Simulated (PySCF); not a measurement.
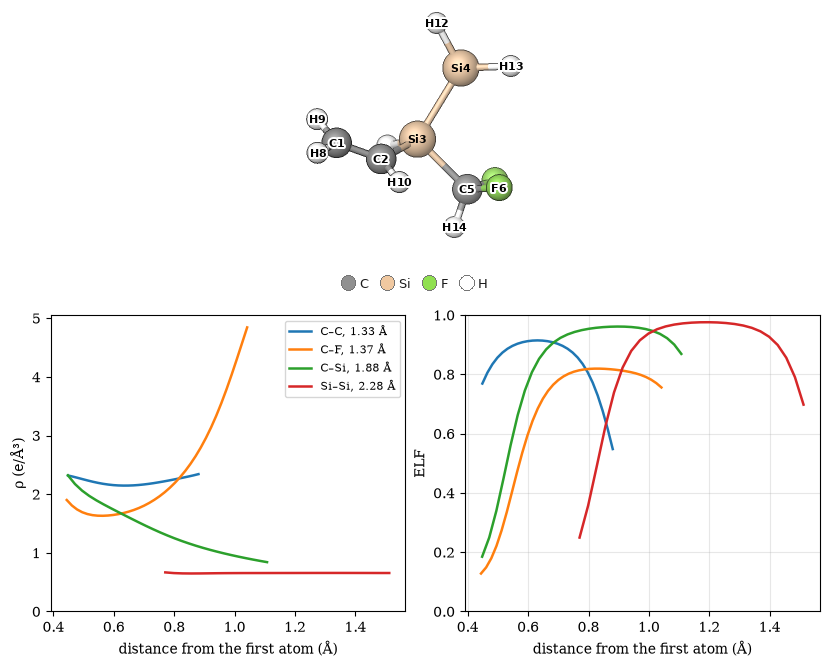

Figure. C3H7F2Si2 (doublet). Total electron density and electron localisation function along straight lines between neighbouring atoms. The curves leave out the atomic cores. The structure is drawn too.

Geometry: GFN2-xTB.

Method: PySCF, UKS B3LYP, pcH-1 on C F H Si, non-relativistic, mean-field spin-orbit, GIAO.

```xyz
14

C    -1.9319   -1.6465   -0.6106
C    -1.0909   -0.6606   -0.9033
Si   -0.0746    0.2718    0.3810
Si    1.8907   -0.5753    1.1734
C     0.4622    1.8983   -0.5353
F     1.3286    1.6177   -1.5551
F     1.1539    2.7090    0.3188
H    -2.4552   -2.2104   -1.3667
H    -2.1445   -1.9195    0.4104
H    -0.9014   -0.4464   -1.9508
H    -0.9713    0.7580    1.4485
H     1.9230   -1.9623    1.6497
H     3.1557   -0.3395    0.4770
H    -0.3448    2.5054   -0.9640
```

Compare the contacts.

Answer. C–C (1.33 Å): the density is about 2.2 e/Å³ at the midpoint; the ELF peaks at about 0.90 between the atoms (a multiple bond).
C–F (1.37 Å): ρ is about 1.8 e/Å³ halfway; the ELF peaks at about 0.80 between the atoms; a polar covalent bond.
C–Si (1.88 Å): ρ at the midpoint is about 1 e/Å³; the ELF peaks at about 0.95 between the atoms, as expected for localised, covalent bonding.
Si–Si (2.28 Å): ρ is about 0.66 e/Å³ halfway; the ELF peaks at about 1 between the atoms (localised, covalent bonding).
